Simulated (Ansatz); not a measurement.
H$_{6}$NPSi (SMILES [SiH3]NP)

The calculation's input:

```
crystal:
  periodic: [false, false, false]
  atoms:
    - {symbol: Si, position_ang: [-0.450443, 0.661717, -0.852093]}
    - {symbol: N, position_ang: [0.867133, -0.083656, -0.022800]}
    - {symbol: P, position_ang: [0.765045, -1.074877, 1.360512]}
    - {symbol: H, position_ang: [-1.408162, -0.363213, -1.347663]}
    - {symbol: H, position_ang: [0.104194, 1.431033, -1.996662]}
    - {symbol: H, position_ang: [-1.196980, 1.573340, 0.056316]}
    - {symbol: H, position_ang: [1.806952, 0.056301, -0.353641]}
    - {symbol: H, position_ang: [-0.287848, -1.952614, 0.968869]}
    - {symbol: H, position_ang: [-0.111392, -0.294431, 2.170060]}
basis:
  gaussian: {orbitals: def2-TZVPP}
hamiltonian: {xc: pbe0, dispersion: d4}
output: {orbitals: {seedname: orbitals}}
```

Launched as:

```sh
ansatz run in.yaml --threads 2 --pin off --events-out ev --progress --plain --max-ram 4352MiB
```

Geometry: PBE0-D4/def2-TZVP.

Level of theory: RKS PBE0-D4/def2-TZVPP in Ansatz.

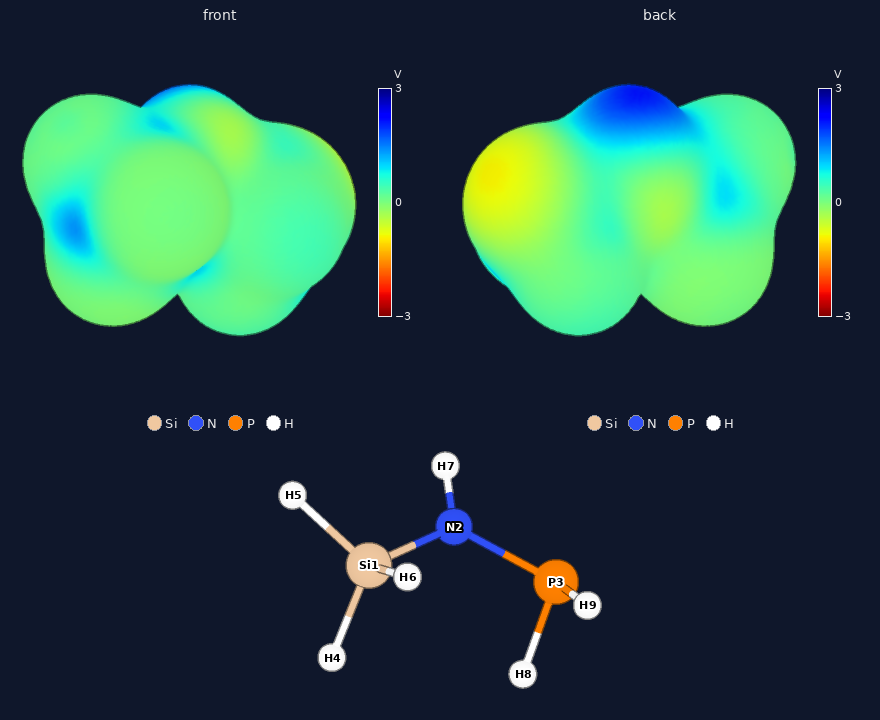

Figure 1. The electrostatic potential painted on the density surface at 0.002 e/bohr³, seen from the front and from behind; the colour scale runs from red (negative) to blue (positive). The bare structure is drawn below in the same view.

### Where is the surface potential most negative and most positive?

The most negative region (about −0.9 V, or −21 kcal/mol for a unit charge) lies over P3, the most positive (about +2.1 V, or +48 kcal/mol for a unit charge) over H7.

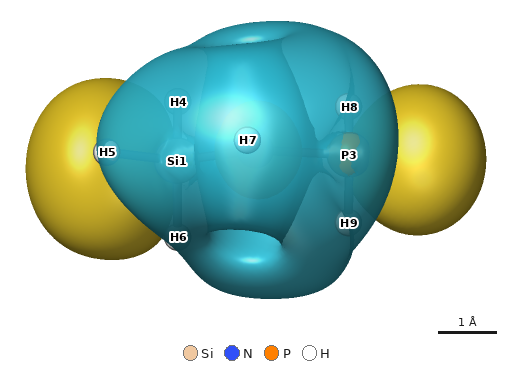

Figure 2. One frontier orbital at ±0.06 Å⁻³ᐟ² (yellow and cyan are the two phases), seen from one side.

### Which orbital is it: HOMO or LUMO?

The LUMO, at −0.20 eV. Its weight (Hirshfeld) is mainly on P3 (about 30 %), Si1 (about 30 %), N2 (about 10 %) and H7 (about 10 %).

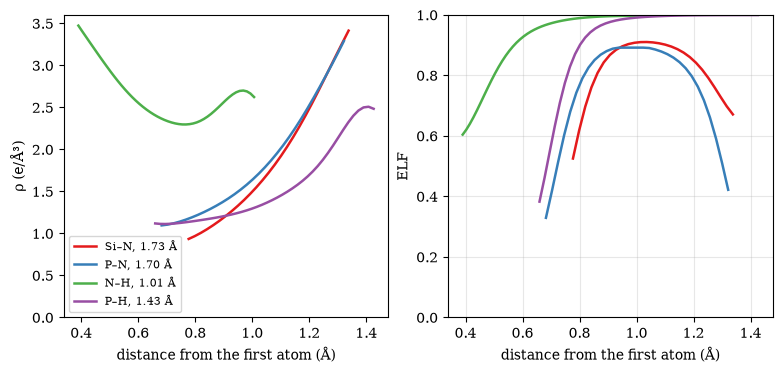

Figure 3. Total electron density and ELF along straight lines between neighbouring atoms. The curves leave out the atomic cores.

### Compare the contacts.

Si–N (1.73 Å): the density is about 1.1 e/Å³ at the midpoint; the ELF peaks at about 0.90 between the atoms, as expected for a polar covalent bond.
P–N (1.70 Å): ρ at the midpoint is about 1.3 e/Å³; the ELF peaks at about 0.90 between the atoms (a polar covalent bond).
N–H (1.01 Å): ρ is about 2.9 e/Å³ halfway; the ELF climbs to about 1 towards the hydrogen, as it does in any bond to H (an ordinary covalent bond to hydrogen).
P–H (1.43 Å): ρ is about 1.1 e/Å³ halfway; the ELF climbs to about 1 towards the hydrogen.
